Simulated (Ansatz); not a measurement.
**ClGeH3···H2: density, localisation and related maps**

The calculation's input:

```
crystal:
  periodic: [false, false, false]
  atoms:
    - { symbol: Ge, position_ang: [-0.507733, 0.0, -0.437051] }
    - { symbol: H, position_ang: [0.216855, 0.0, 2.231155] }
    - { symbol: H, position_ang: [0.735931, 0.0, 0.452466] }
    - { symbol: H, position_ang: [-0.557501, 1.267606, -1.298232] }
    - { symbol: H, position_ang: [-0.557501, -1.267606, -1.298232] }
    - { symbol: Cl, position_ang: [-2.296758, 0.0, 0.84523] }
    - { symbol: H, position_ang: [-0.403393, 0.0, 2.593064] }
basis:
  gaussian: { orbitals: def2-SVP }
hamiltonian:
  xc: pbe0
  dispersion: d4
relax:
  f_tol: 0.03
  max_steps: 50
output:
  orbitals: {}
```

Run with:

```sh
ansatz run input.yaml --threads 1 --pin off --max-ram 2048MiB --backend cpu --events-out ev --progress --plain --runs-dir out
```

The fields are those of the run's last geometry, not of the input's.

These are results of Ansatz 0.2.0, RKS PBE0-D4/def2-SVP, not measurements.

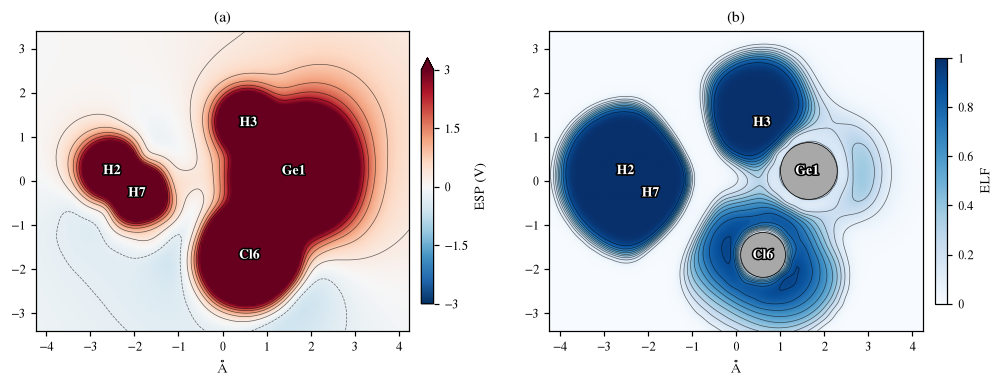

Figure 1. (a) molecular electrostatic potential; (b) ELF on the plane of atoms H3, Ge1 and Cl6. Grey discs cover the atomic cores in the ELF map.

**Interpret the plot.**

The plane passes through Ge, H and Cl nuclei. Cl6···H7 (2.92 Å): the ELF dips to about 0 between them (a non-bonded, intermolecular contact). Ge–Cl (2.17 Å): the ELF peaks at about 0.85 in the valence shell of Cl, 0.8 Å from its nucleus, and is about 0.65 at the midpoint. H–H (0.76 Å): the ELF peaks at about 1 between the atoms. Ge–H (1.53 Å): the ELF climbs to about 1 towards the hydrogen. The ELF also peaks beside Cl6, away from the bonds: lone-pair regions. Outside the dense part of the complex the potential is most negative (−0.6 V) near Cl6.

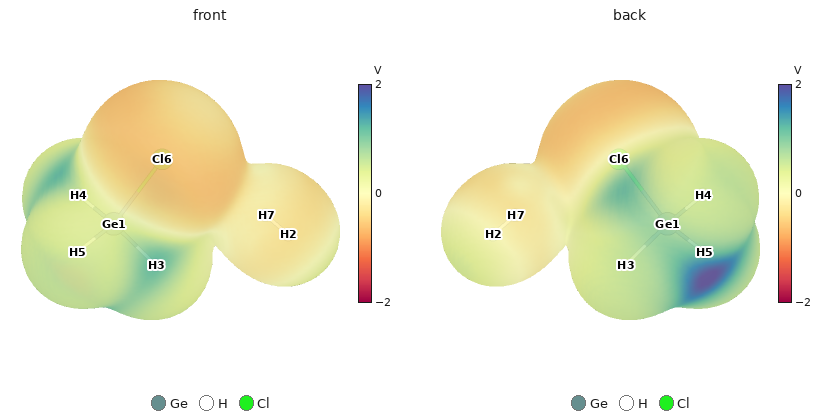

Figure 2. The electrostatic potential painted on the density surface at 0.002 e/bohr³, seen from the front and from behind; the colour scale runs from red (negative) to blue (positive).

**Which sites attract a positive test charge, and which a negative one?**

A positive charge is drawn to the negative regions and a negative charge to the positive ones. The most negative region (about −0.6 V, or −14 kcal/mol for a unit charge) lies over Cl6, the most positive (about +1.9 V, or +44 kcal/mol for a unit charge) over Ge1.

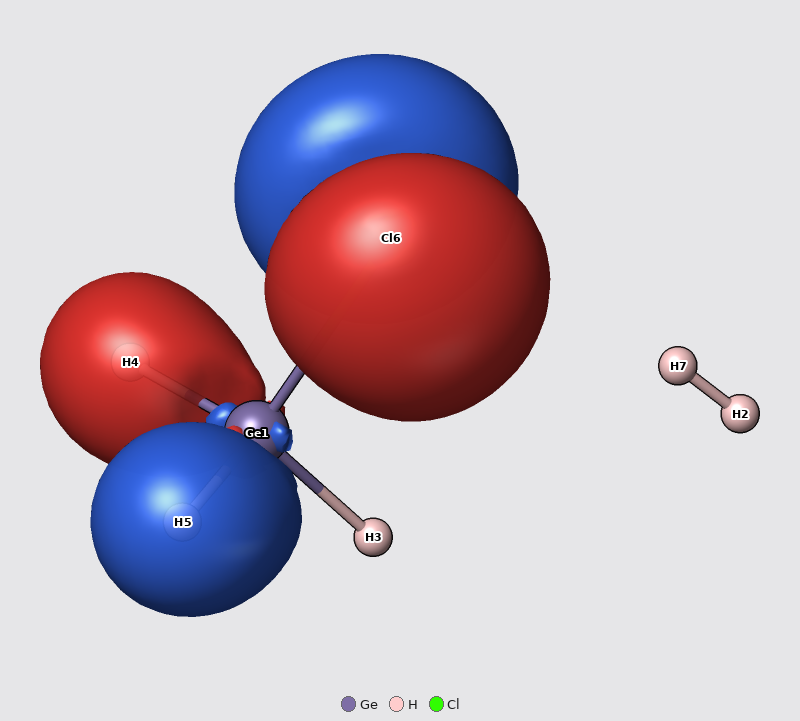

Figure 3. The HOMO at ±0.1 Å⁻³ᐟ² (red and blue are the two phases), seen at a tilt.

**Describe this orbital and give its energy.**

Its weight (Hirshfeld) is mainly on Cl6 (about 75 %), Ge1 (about 10 %), H4 (about 5 %) and H5 (about 5 %); largely a lone pair of Cl6. Its energy is −8.68 eV.
